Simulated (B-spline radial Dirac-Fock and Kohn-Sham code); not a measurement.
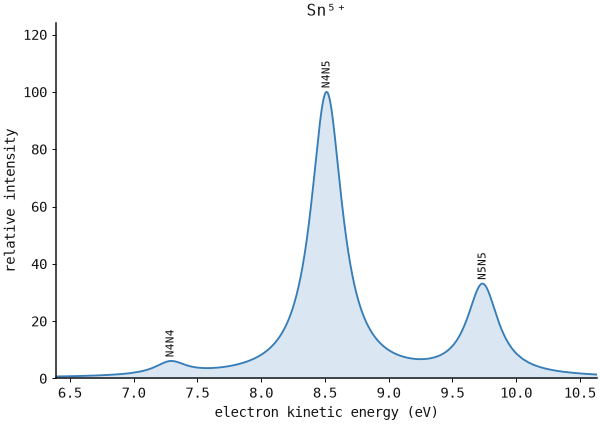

Auger and Coster–Kronig groups that fill an N1 (4s) hole, broadened by 0.30 eV full width. Kinetic energies count from the vacuum level; very weak lines are left out. It refers to Sn⁵⁺ ([Kr] 4d9). The calculation used independent-particle Coulomb rates on relativistic LDA orbitals, configuration-average energies from Dirac–Fock (a B-spline radial code). Widths ruled by Coster–Kronig decay come out up to twice the measured ones in this model.

What can be read from it?

The strongest group is N1-N4N5 at 8.513 eV (73 % of the non-radiative width), followed by N1-N5N5 at 9.737 eV (23 %), N1-N4N4 at 7.290 eV (3.3 %). The lines shown span 7.290 eV to 9.737 eV.
